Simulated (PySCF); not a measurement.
# Al2Cl7: relaxation and vibrations and intensities, part 1 of 2

The task, for Al2Cl7: 2 runs in a chain (relaxation and vibrations and intensities).

Computed with PySCF 2.14.0 (relaxation, pbe0, def2-tzvpd, and further levels as typed in the inputs, unless a step's input says otherwise).

### Step 1. The structure to begin with

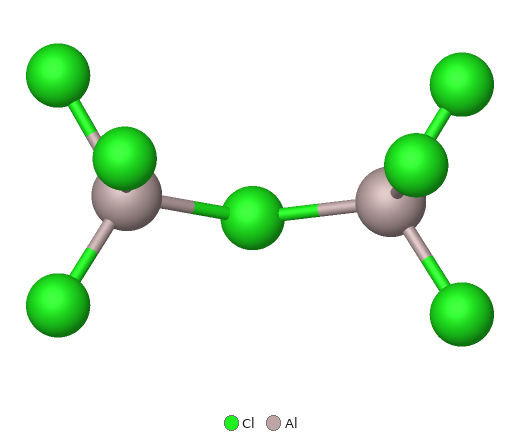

Start, viewed from a chosen angle; chlorine green, aluminium light grey.

As a file:

```xyz
9

Cl    0.0000    0.0000    0.0000
Al    2.0000    0.0000    1.1000
Al   -2.0000    0.0000    1.1000
Cl    3.0593    1.8008    1.3119
Cl    3.0593   -1.8008    1.3119
Cl    2.2090    0.0000    3.1896
Cl   -3.0593    1.8008    1.3119
Cl   -3.0593   -1.8008    1.3119
Cl   -2.2090    0.0000    3.1896
```

### Step 2. Relaxation: Al2Cl7, charge -1

Input file run.py:

```python
from pyscf import gto, dft
from pyscf.geomopt.geometric_solver import optimize
mol = gto.M(atom="mol.xyz", basis="def2-tzvpd", charge=-1, verbose=4)
mf = dft.RKS(mol, xc="pbe0").density_fit().run(conv_tol=1e-9)
m = optimize(mf, maxsteps=60)
print("optimised structure (A):")
for k in range(m.natm): print(m.atom_symbol(k), *(f"{x:.8f}" for x in m.atom_coords(unit="A")[k]))
```

Command:

```
> python run.py
```

What it wrote:

```text
  gap/eV = 7.85706
cycle= 3 E= -3705.75311241399  delta_E= -4.96e-08  |g|= 0.000339  |ddm|= 0.000731
  HOMO = -0.201309810877673  LUMO = 0.0874234291707693  gap/eV = 7.85683
cycle= 4 E= -3705.75311244284  delta_E= -2.89e-08  |g|= 5.8e-05  |ddm|= 0.000298
  HOMO = -0.201308893878724  LUMO = 0.0874246618508765  gap/eV = 7.85684
cycle= 5 E= -3705.75311244361  delta_E= -7.65e-10  |g|= 2.07e-05  |ddm|= 5.95e-05
  HOMO = -0.201309794979036  LUMO = 0.0874237641240173  gap/eV = 7.85684
Extra cycle  E= -3705.75311244354  delta_E= 6.82e-11  |g|= 2.64e-05  |ddm|= 3.64e-05
converged SCF energy = -3705.75311244354

******** <class 'pyscf.grad.rhf.Gradients_Scanner'> for <class 'pyscf.scf.hf.DFRKS_Scanner'> ********
unit = Eh/Bohr
grid_response = False
--------------- DFRKS_Scanner gradients ---------------
         x                y                z
0 Cl     0.0000030218    -0.0000735192     0.0001938695
1 Al     0.0000837205     0.0000845540    -0.0001135972
2 Al     0.0000015298     0.0000631460    -0.0001205186
3 Cl    -0.0000201902    -0.0000105103     0.0000295588
4 Cl    -0.0000409404    -0.0000243748     0.0000396117
5 Cl     0.0000047071    -0.0000278299     0.0000193737
6 Cl    -0.0000081114    -0.0000043744    -0.0000108924
7 Cl    -0.0000177477    -0.0000156730     0.0000313360
8 Cl     0.0000226889    -0.0000327562     0.0000083843
----------------------------------------------
cycle 36: E = -3705.75311244  dE = -3.25289e-06  norm(grad) = 0.000313663

Geometry optimization cycle 37
Cartesian coordinates (Angstrom)
 Atom        New coordinates             dX        dY        dZ
  Cl  -0.034788   0.992904  -0.104464   -0.002435 -0.001925 -0.013648
  Al   1.957264   0.113370   0.613818   -0.003708  0.003559 -0.003195
  Al  -1.962559  -0.072332   0.532642    0.000476 -0.000526 -0.002480
  Cl   3.289264   0.810821  -0.893708    0.000474 -0.003631 -0.002949
  Cl   1.741246  -1.989186   0.654632   -0.001476  0.003601  0.006462
  Cl   2.335138   0.999724   2.502980   -0.009634  0.015572 -0.007591
  Cl  -3.396657   1.473766   0.235437   -0.000470  0.000625  0.009012
  Cl  -2.220379  -1.690808  -0.811593   -0.004811  0.002782 -0.005830
  Cl  -1.730445  -0.634828   2.558193    0.009728 -0.003946 -0.004588
New geometry
   1 Cl    -0.034788029529   0.992903759691  -0.104464375818 AA   -0.065739848223   1.876316173867  -0.197409060070 Bohr
   2 Al     1.957263833449   0.113370383103   0.613817791917 AA    3.698692598734   0.214238974701   1.159947517109 Bohr
   3 Al    -1.962558906604  -0.072331815529   0.532641822520 AA   -3.708698836807  -0.136687321443   1.006547167052 Bohr
   4 Cl     3.289263502754   0.810821093579  -0.893708192566 AA    6.215807171734   1.532229802884  -1.688863719229 Bohr
   5 Cl     1.741245981828  -1.989186234120   0.654631731514 AA    3.290478021155  -3.759017193241   1.237074685010 Bohr
   6 Cl     2.335137587741   0.999724401502   2.502980081831 AA    4.412770504009   1.889205318884   4.729946849902 Bohr
   7 Cl    -3.396657439332   1.473766204020   0.235436691728 AA   -6.418752299303   2.785014497238   0.444910867039 Bohr
   8 Cl    -2.220379114645  -1.690807694850  -0.811592592021 AA   -4.195908419384  -3.195163472573  -1.533687723645 Bohr
   9 Cl    -1.730444644147  -0.634828119493   2.558193362150 AA   -3.270066451157  -1.199651282014   4.834284828143 Bohr

******** <class 'pyscf.scf.hf.DFRKS_Scanner'> ********
method = DFRKS_Scanner
initial guess = minao
damping factor = 0
level_shift factor = 0
DIIS = <class 'pyscf.scf.diis.CDIIS'>
diis_start_cycle = 1
diis_space = 8
diis_damp = 0
SCF conv_tol = 1e-09
SCF conv_tol_grad = None
SCF max_cycles = 50
direct_scf = False
XC library pyscf.dft.libxc version 7.0.0
    S. Lehtola, C. Steigemann, M. J.T. Oliveira, and M. A.L. Marques.,  SoftwareX 7, 1–5 (2018)
XC functionals = pbe0
    C. Adamo and V. Barone.,  J. Chem. Phys. 110, 6158 (1999)
    M. Ernzerhof and G. E. Scuseria.,  J. Chem. Phys. 110, 5029 (1999)
radial grids:
    Treutler-Ahlrichs [JCP 102, 346 (1995); DOI:10.1063/1.469408] (M4) radial grids

becke partition: Becke, JCP 88, 2547 (1988); DOI:10.1063/1.454033
pruning grids: <function nwchem_prune at 0x72b98b77db20>
grids dens level: 3
symmetrized grids: False
atomic radii adjust function: <function treutler_atomic_radii_adjust at 0x72b98b77e840>
small_rho_cutoff = 0
Set gradient conv threshold to 3.16228e-05
tot grids = 170520
******** <class 'pyscf.df.df.DF'> ********
auxbasis = def2-tzvp-jkfit
init E= -3705.75309696649
  HOMO = -0.20116577659507  LUMO = 0.0875272471523113  gap/eV = 7.85574
cycle= 1 E= -3705.75311514544  delta_E= -1.82e-05  |g|= 0.00146  |ddm|= 0.0179
  HOMO = -0.201252811091456  LUMO = 0.0874447746800098  gap/eV = 7.85586
cycle= 2 E= -3705.75311569888  delta_E= -5.53e-07  |g|= 0.000897  |ddm|= 0.00221
  HOMO = -0.201238275014086  LUMO = 0.0874727663140658  gap/eV = 7.85623
cycle= 3 E= -3705.75311587978  delta_E= -1.81e-07  |g|= 0.000382  |ddm|= 0.000987
  HOMO = -0.201241368943491  LUMO = 0.0874636017146817  gap/eV = 7.85606
cycle= 4 E= -3705.7531159161  delta_E= -3.63e-08  |g|= 9.69e-05  |ddm|= 0.000343
  HOMO = -0.20124062781911  LUMO = 0.0874653815153277  gap/eV = 7.85609
cycle= 5 E= -3705.7531159184  delta_E= -2.3e-09  |g|= 2.05e-05  |ddm|= 8.79e-05
  HOMO = -0.201241107940293  LUMO = 0.0874649329091103  gap/eV = 7.85609
cycle= 6 E= -3705.7531159185  delta_E= -9.91e-11  |g|= 5.83e-06  |ddm|= 1.98e-05
  HOMO = -0.20124087455899  LUMO = 0.0874650464962856  gap/eV = 7.85609
Extra cycle  E= -3705.7531159185  delta_E=    0  |g|= 5.7e-06  |ddm|= 8.28e-06
converged SCF energy = -3705.7531159185

******** <class 'pyscf.grad.rhf.Gradients_Scanner'> for <class 'pyscf.scf.hf.DFRKS_Scanner'> ********
unit = Eh/Bohr
grid_response = False
--------------- DFRKS_Scanner gradients ---------------
         x                y                z
0 Cl    -0.0000387266    -0.0000557708     0.0001280525
1 Al     0.0000471377     0.0000030878    -0.0000860345
2 Al    -0.0000193739     0.0000734718    -0.0000681999
3 Cl    -0.0000130718    -0.0000148173     0.0000511744
4 Cl    -0.0000367059    -0.0000009649     0.0000242326
5 Cl     0.0000037366     0.0000147948     0.0000048349
6 Cl     0.0000381354    -0.0000243849     0.0000291273
7 Cl     0.0000311792    -0.0000185196    -0.0000201915
8 Cl     0.0000053680    -0.0000184611     0.0000218259
----------------------------------------------
cycle 37: E = -3705.75311592  dE = -3.47496e-06  norm(grad) = 0.000227448

Geometry optimization cycle 38
Cartesian coordinates (Angstrom)
 Atom        New coordinates             dX        dY        dZ
  Cl  -0.036708   0.991755  -0.118592   -0.001920 -0.001148 -0.014128
  Al   1.953738   0.116356   0.609652   -0.003526  0.002986 -0.004166
  Al  -1.961928  -0.071880   0.529856    0.000631  0.000452 -0.002786
  Cl   3.290599   0.812983  -0.894218    0.001336  0.002162 -0.000509
  Cl   1.742156  -1.986504   0.652209    0.000910  0.002683 -0.002423
  Cl   2.323130   1.007510   2.498194   -0.012008  0.007785 -0.004786
  Cl  -3.397703   1.473471   0.237046   -0.001046 -0.000295  0.001609
  Cl  -2.223801  -1.691780  -0.812014   -0.003422 -0.000973 -0.000421
  Cl  -1.722286  -0.630817   2.555383    0.008159  0.004011 -0.002810
New geometry
   1 Cl    -0.036708425004   0.991755262377  -0.118592005591 AA   -0.069368869721   1.874145828490  -0.224106411130 Bohr
   2 Al     1.953738203433   0.116356153304   0.609651706574 AA    3.692030123589   0.219881262653   1.152074756799 Bohr
   3 Al    -1.961927575224  -0.071880226350   0.529856034504 AA   -3.707505793404  -0.135833941572   1.001282790661 Bohr
   4 Cl     3.290599217216   0.812982932516  -0.894217522364 AA    6.218331306247   1.536315086402  -1.689826213055 Bohr
   5 Cl     1.742156047868  -1.986503623065   0.652208526209 AA    3.292197796726  -3.753947793049   1.232495490642 Bohr
   6 Cl     2.323129855806   1.007509682005   2.498193869075 AA    4.390079179273   1.903917366836   4.720902218619 Bohr
   7 Cl    -3.397703052765   1.473471154652   0.237046010848 AA   -6.420728222324   2.784456934740   0.447952039424 Bohr
[... 755 lines left out ...]
----------------------------------------------
cycle 46: E = -3705.75312176  dE = -3.55186e-07  norm(grad) = 0.000153284

Geometry optimization cycle 47
Cartesian coordinates (Angstrom)
 Atom        New coordinates             dX        dY        dZ
  Cl  -0.031384   0.981361  -0.209854    0.003191  0.003400 -0.002635
  Al   1.961380   0.148275   0.560205    0.002981  0.002547 -0.002863
  Al  -1.955908  -0.050356   0.490770    0.003202  0.002286 -0.003853
  Cl   3.309206   0.880252  -0.917316    0.003178  0.000954 -0.003568
  Cl   1.792620  -1.959198   0.587336    0.002710  0.002682 -0.001983
  Cl   2.279675   1.035715   2.459047    0.003137  0.004025 -0.003517
  Cl  -3.385133   1.499501   0.191316    0.002674  0.001804 -0.003882
  Cl  -2.250936  -1.693001  -0.816658    0.005365  0.002697 -0.004810
  Cl  -1.686872  -0.576671   2.521041    0.001465  0.002224 -0.003624
New geometry
   1 Cl    -0.031384392812   0.981361148013  -0.209853583601 AA   -0.059307907001   1.854503799033  -0.396565799264 Bohr
   2 Al     1.961379813205   0.148274699251   0.560204810668 AA    3.706470673208   0.280198572787   1.058633665826 Bohr
   3 Al    -1.955908236080  -0.050356199964   0.490770084956 AA   -3.696130890972  -0.095159426606   0.927421050697 Bohr
   4 Cl     3.309205819890   0.880252401240  -0.917316320942 AA    6.253492689409   1.663435958834  -1.733476616175 Bohr
   5 Cl     1.792620329810  -1.959198310910   0.587336189217 AA    3.387561468669  -3.702348231331   1.109904540665 Bohr
   6 Cl     2.279674806483   1.035715217646   2.459046832909 AA    4.307961037324   1.957218104395   4.646925041676 Bohr
   7 Cl    -3.385132868144   1.499501181433   0.191315618532 AA   -6.396974016056   2.833646556370   0.361534122377 Bohr
   8 Cl    -2.250935575541  -1.693001308431  -0.816657790416 AA   -4.253651761813  -3.199308801465  -1.543259561379 Bohr
   9 Cl    -1.686872386309  -0.576671075206   2.521041299785 AA   -3.187726817216  -1.089750396099   4.764077605312 Bohr

******** <class 'pyscf.scf.hf.DFRKS_Scanner'> ********
method = DFRKS_Scanner
initial guess = minao
damping factor = 0
level_shift factor = 0
DIIS = <class 'pyscf.scf.diis.CDIIS'>
diis_start_cycle = 1
diis_space = 8
diis_damp = 0
SCF conv_tol = 1e-09
SCF conv_tol_grad = None
SCF max_cycles = 50
direct_scf = False
XC library pyscf.dft.libxc version 7.0.0
    S. Lehtola, C. Steigemann, M. J.T. Oliveira, and M. A.L. Marques.,  SoftwareX 7, 1–5 (2018)
XC functionals = pbe0
    C. Adamo and V. Barone.,  J. Chem. Phys. 110, 6158 (1999)
    M. Ernzerhof and G. E. Scuseria.,  J. Chem. Phys. 110, 5029 (1999)
radial grids:
    Treutler-Ahlrichs [JCP 102, 346 (1995); DOI:10.1063/1.469408] (M4) radial grids

becke partition: Becke, JCP 88, 2547 (1988); DOI:10.1063/1.454033
pruning grids: <function nwchem_prune at 0x72b98b77db20>
grids dens level: 3
symmetrized grids: False
atomic radii adjust function: <function treutler_atomic_radii_adjust at 0x72b98b77e840>
small_rho_cutoff = 0
Set gradient conv threshold to 3.16228e-05
tot grids = 170520
******** <class 'pyscf.df.df.DF'> ********
auxbasis = def2-tzvp-jkfit
init E= -3705.75308643125
  HOMO = -0.201326257309742  LUMO = 0.0874848155023454  gap/eV = 7.85895
cycle= 1 E= -3705.75312190108  delta_E= -3.55e-05  |g|= 0.000217  |ddm|= 0.00275
  HOMO = -0.201326852069219  LUMO = 0.0874879887968748  gap/eV = 7.85905
cycle= 2 E= -3705.75312191433  delta_E= -1.32e-08  |g|= 0.000129  |ddm|= 0.000351
  HOMO = -0.201325998807848  LUMO = 0.0874862707958834  gap/eV = 7.85898
cycle= 3 E= -3705.75312191809  delta_E= -3.77e-09  |g|= 5.05e-05  |ddm|= 0.00015
  HOMO = -0.201326094524398  LUMO = 0.0874869508621594  gap/eV = 7.85900
cycle= 4 E= -3705.75312191871  delta_E= -6.18e-10  |g|= 9.22e-06  |ddm|= 4.55e-05
  HOMO = -0.201326222828259  LUMO = 0.0874865746762008  gap/eV = 7.85900
Extra cycle  E= -3705.7531219187  delta_E= 1.55e-11  |g|= 1.1e-05  |ddm|= 1.57e-05
converged SCF energy = -3705.7531219187

******** <class 'pyscf.grad.rhf.Gradients_Scanner'> for <class 'pyscf.scf.hf.DFRKS_Scanner'> ********
unit = Eh/Bohr
grid_response = False
--------------- DFRKS_Scanner gradients ---------------
         x                y                z
0 Cl    -0.0000189848    -0.0000611769    -0.0000101087
1 Al    -0.0000267831    -0.0000657335     0.0000039587
2 Al    -0.0000568702     0.0000635002     0.0000090035
3 Cl     0.0000008459     0.0000002291     0.0000131011
4 Cl     0.0000000389     0.0000288223    -0.0000206333
5 Cl    -0.0000068704     0.0000232474     0.0000197617
6 Cl     0.0000290852    -0.0000314435     0.0000410903
7 Cl     0.0000169029    -0.0000131826    -0.0000144386
8 Cl    -0.0000162901    -0.0000007532     0.0000310695
----------------------------------------------
cycle 47: E = -3705.75312192  dE = -1.59258e-07  norm(grad) = 0.00015632

Geometry optimization cycle 48
Cartesian coordinates (Angstrom)
 Atom        New coordinates             dX        dY        dZ
  Cl  -0.029427   0.983601  -0.211460    0.001957  0.002240 -0.001606
  Al   1.963109   0.149857   0.558625    0.001729  0.001583 -0.001580
  Al  -1.953820  -0.049048   0.488517    0.002089  0.001309 -0.002253
  Cl   3.311071   0.880898  -0.919276    0.001865  0.000646 -0.001960
  Cl   1.793888  -1.957585   0.586214    0.001268  0.001613 -0.001122
  Cl   2.281551   1.037562   2.457298    0.001876  0.001846 -0.001749
  Cl  -3.383556   1.500422   0.188831    0.001577  0.000921 -0.002485
  Cl  -2.248105  -1.691612  -0.819100    0.002831  0.001389 -0.002442
  Cl  -1.685384  -0.575312   2.518858    0.001488  0.001359 -0.002183
New geometry
   1 Cl    -0.029427314159   0.983600835491  -0.211459891132 AA   -0.055609564342   1.858736194971  -0.399601280569 Bohr
   2 Al     1.963109171666   0.149857310091   0.558625035852 AA    3.709738687070   0.283189273836   1.055648324086 Bohr
   3 Al    -1.953819635005  -0.049047641409   0.488517459379 AA   -3.692184006957  -0.092686609320   0.923164205295 Bohr
   4 Cl     3.311070883797   0.880898489155  -0.919276200500 AA    6.257017149398   1.664656888046  -1.737180251776 Bohr
   5 Cl     1.793888418099  -1.957585102703   0.586214158597 AA    3.389957808236  -3.699299709638   1.107784210090 Bohr
   6 Cl     2.281550708213   1.037561708432   2.457297669997 AA    4.311505977830   1.960707466272   4.643619602825 Bohr
   7 Cl    -3.383556108161   1.500422244051   0.188831076726 AA   -6.393994371523   2.835387112461   0.356839018819 Bohr
   8 Cl    -2.248104636604  -1.691611920918  -0.819100252696 AA   -4.248302062546  -3.196683239584  -1.547875146158 Bohr
   9 Cl    -1.685384470756  -0.575312407805   2.518858452915 AA   -3.184915064325  -1.087182886816   4.759952622555 Bohr

******** <class 'pyscf.scf.hf.DFRKS_Scanner'> ********
method = DFRKS_Scanner
initial guess = minao
damping factor = 0
level_shift factor = 0
DIIS = <class 'pyscf.scf.diis.CDIIS'>
diis_start_cycle = 1
diis_space = 8
diis_damp = 0
SCF conv_tol = 1e-09
SCF conv_tol_grad = None
SCF max_cycles = 50
direct_scf = False
XC library pyscf.dft.libxc version 7.0.0
    S. Lehtola, C. Steigemann, M. J.T. Oliveira, and M. A.L. Marques.,  SoftwareX 7, 1–5 (2018)
XC functionals = pbe0
    C. Adamo and V. Barone.,  J. Chem. Phys. 110, 6158 (1999)
    M. Ernzerhof and G. E. Scuseria.,  J. Chem. Phys. 110, 5029 (1999)
radial grids:
    Treutler-Ahlrichs [JCP 102, 346 (1995); DOI:10.1063/1.469408] (M4) radial grids

becke partition: Becke, JCP 88, 2547 (1988); DOI:10.1063/1.454033
pruning grids: <function nwchem_prune at 0x72b98b77db20>
grids dens level: 3
symmetrized grids: False
atomic radii adjust function: <function treutler_atomic_radii_adjust at 0x72b98b77e840>
small_rho_cutoff = 0
Set gradient conv threshold to 3.16228e-05
tot grids = 170520
******** <class 'pyscf.df.df.DF'> ********
auxbasis = def2-tzvp-jkfit
init E= -3705.75308405719
  HOMO = -0.201319058483156  LUMO = 0.0874881522299751  gap/eV = 7.85884
cycle= 1 E= -3705.75312204133  delta_E= -3.8e-05  |g|= 0.000119  |ddm|= 0.00135
  HOMO = -0.201324534493179  LUMO = 0.0874852596950787  gap/eV = 7.85891
cycle= 2 E= -3705.7531220441  delta_E= -2.76e-09  |g|= 9.25e-05  |ddm|= 0.000209
  HOMO = -0.201322455700198  LUMO = 0.0874864222186535  gap/eV = 7.85889
cycle= 3 E= -3705.75312204619  delta_E= -2.09e-09  |g|= 2.24e-05  |ddm|= 9.48e-05
  HOMO = -0.201322904107451  LUMO = 0.0874859965329206  gap/eV = 7.85889
cycle= 4 E= -3705.75312204629  delta_E= -1.03e-10  |g|= 8.04e-06  |ddm|= 2.14e-05
  HOMO = -0.20132268482407  LUMO = 0.0874863422368794  gap/eV = 7.85889
Extra cycle  E= -3705.75312204628  delta_E= 8.19e-12  |g|= 1.01e-05  |ddm|= 1.41e-05
converged SCF energy = -3705.75312204628

******** <class 'pyscf.grad.rhf.Gradients_Scanner'> for <class 'pyscf.scf.hf.DFRKS_Scanner'> ********
unit = Eh/Bohr
grid_response = False
--------------- DFRKS_Scanner gradients ---------------
         x                y                z
0 Cl    -0.0000100833    -0.0000379609    -0.0000220419
1 Al    -0.0000257259    -0.0000617387     0.0000215626
2 Al    -0.0000432876     0.0000265035     0.0000147588
3 Cl     0.0000032066    -0.0000030160     0.0000025737
4 Cl     0.0000049344     0.0000226223    -0.0000212651
5 Cl    -0.0000120889     0.0000191520     0.0000183640
6 Cl     0.0000134276    -0.0000173857     0.0000405149
7 Cl     0.0000133545    -0.0000065050    -0.0000089069
8 Cl    -0.0000222102     0.0000017161     0.0000276908
----------------------------------------------
cycle 48: E = -3705.75312205  dE = -1.27588e-07  norm(grad) = 0.000123744
optimised structure (A):
Cl -0.02942731 0.98360084 -0.21145989
Al 1.96310917 0.14985731 0.55862504
Al -1.95381964 -0.04904764 0.48851746
Cl 3.31107088 0.88089849 -0.91927620
Cl 1.79388842 -1.95758510 0.58621416
Cl 2.28155071 1.03756171 2.45729767
Cl -3.38355611 1.50042224 0.18883108
Cl -2.24810464 -1.69161192 -0.81910025
Cl -1.68538447 -0.57531241 2.51885845
```

It took 26 min on 4 threads of Intel Xeon 6975P-C (Granite Rapids), shared host.

(Continued in part 2 of 2.)
